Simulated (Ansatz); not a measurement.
```yaml
atoms:
  - { symbol: O, position_ang: [0.0356, 0.8761, -1.9965] }
  - { symbol: B, position_ang: [0.1095, 0.8696, -0.6511] }
  - { symbol: Ge, position_ang: [0.4339, -0.9317, 0.3246] }
  - { symbol: S, position_ang: [-1.3036, -1.2558, 1.7187] }
  - { symbol: H, position_ang: [-0.1515, 1.7455, -2.3722] }
  - { symbol: H, position_ang: [-0.0454, 1.8873, -0.0310] }
  - { symbol: H, position_ang: [1.7355, -0.9529, 1.1563] }
  - { symbol: H, position_ang: [0.4024, -2.1802, -0.5732] }
  - { symbol: H, position_ang: [-1.1278, -0.1041, 2.4074] }
```

Level of theory: Ansatz, RKS PBE0/def2-mTZVP.

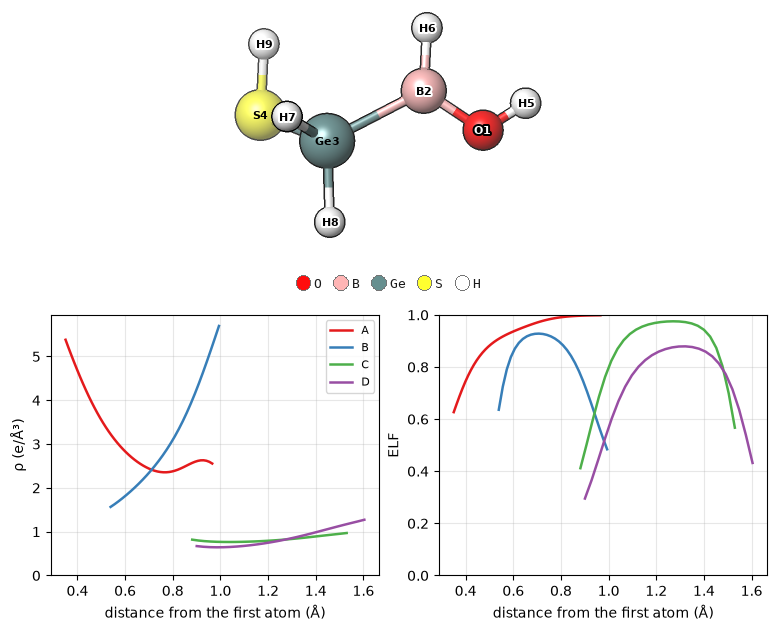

BGeH5OS. Total electron density and electron localisation function along straight lines between neighbouring atoms. The curves leave out the atomic cores. The structure is drawn too.

**Which curve belongs to which contact (B–O, Ge–B, Ge–S and O–H)? The first atom named is at distance zero.**

Curve A: O–H (0.97 Å): ρ is about 3.7 e/Å³ halfway; the ELF climbs to about 1 towards the hydrogen, as it does in any bond to H (a covalent bond by its length). Curve B: B–O (1.35 Å): ρ is about 2.2 e/Å³ halfway; the ELF peaks at about 0.95 between the atoms (a shared but strongly polarised pair). Curve C: Ge–B (2.07 Å): ρ is about 0.76 e/Å³ halfway; the ELF peaks at about 1 between the atoms, as expected for localised, covalent bonding. Curve D: Ge–S (2.25 Å): ρ is about 0.69 e/Å³ halfway; the ELF peaks at about 0.90 in the valence shell of S, 0.9 Å from its nucleus, and is about 0.80 at the midpoint.
